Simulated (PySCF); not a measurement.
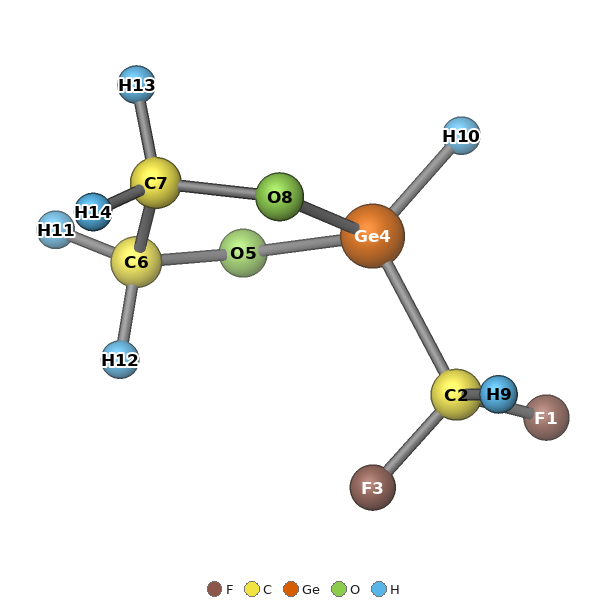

Distant atoms are faded towards the background colour. The computed structure is the end point of a PBE0-D3(BJ)/def2-SVP optimisation. No frequency run is at hand to confirm it as a minimum.

Q: What is the conformation of the ring Ge4–O5–C6–C7–O8?

A: It is between envelope and twist. The Cremer–Pople amplitude Q is 0.33 Å.

Q: Give the torsion angles round the ring, beginning with the bond from its second to its third atom.

A: 33°, −40°, 27°, −7°, −16°.
